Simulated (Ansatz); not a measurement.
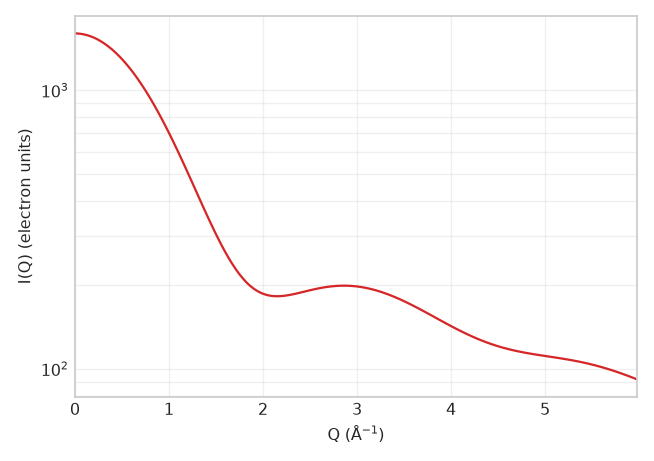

Elastic X-ray scattering of a randomly oriented, rigid molecule, calculated with the Debye equation from neutral-atom form factors (independent atoms, no Compton part, no vibration). The geometry is the end point of an optimisation (RKS LDA/def2-SVP (Ansatz)); it may be a saddle point or a higher isomer. It contains Al, C, S, H.

How many electrons does the independent-atom model of the molecule hold?

Answer. I(0) is the square of the electron number: I(0) = 1600, so about 40 electrons, the count of CH5AlS.

What radius of gyration does the initial fall-off give?

Answer. From I(Q) ≈ I(0) exp(−Q²R²/3) at small Q, R ≈ 1.60 Å. It is larger than the electron-weighted radius of the nuclear positions alone (1.40 Å), because each atom's electron cloud adds to it.
